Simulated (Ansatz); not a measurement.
```xyz
8

W    -0.6814   -0.0465   -0.2118
H     1.4098   -0.0036    1.8212
Cl    2.6066    0.0825    1.2185
O    -0.2005    1.7219    0.0953
H    -0.4646    2.4193   -0.5498
Cl   -2.9452   -0.0508   -0.4568
Cl   -0.1261   -2.2165    0.1639
H     0.3184   -0.0792   -1.5691
```

Core potentials replace the inner electrons of W; not at a stationary point (largest force 0.8 eV/Å).

Theory: RKS PBE/def2-SVP (Ansatz 0.2.0).

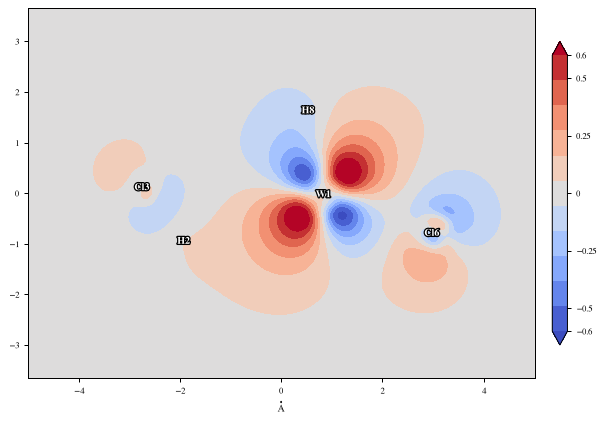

Cl$_{2}$H$_{2}$OW···HCl. One frontier orbital on the plane of atoms Cl6, W1 and H8 (values in Å⁻³ᐟ²; the overall sign is arbitrary).

Question: Which orbital is it: HOMO or LUMO?

Answer: The HOMO, at −4.50 eV. Its weight (Hirshfeld) is mainly on W1 (about 75 %) and Cl6 (about 10 %).
